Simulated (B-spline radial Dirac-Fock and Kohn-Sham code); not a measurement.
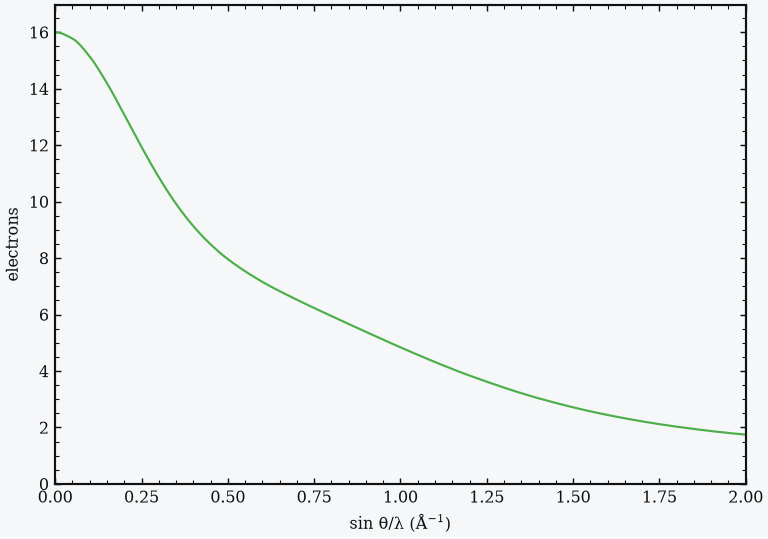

The X-ray form factor f against sin θ/λ. Computed with a radial B-spline solver: the spherical Dirac–Fock density (average of configuration).

Question: The nuclear charge is 19. What is the species?

Answer: K³⁺: f(0) = 16 electrons, so the charge is 19 − 16 = +3.
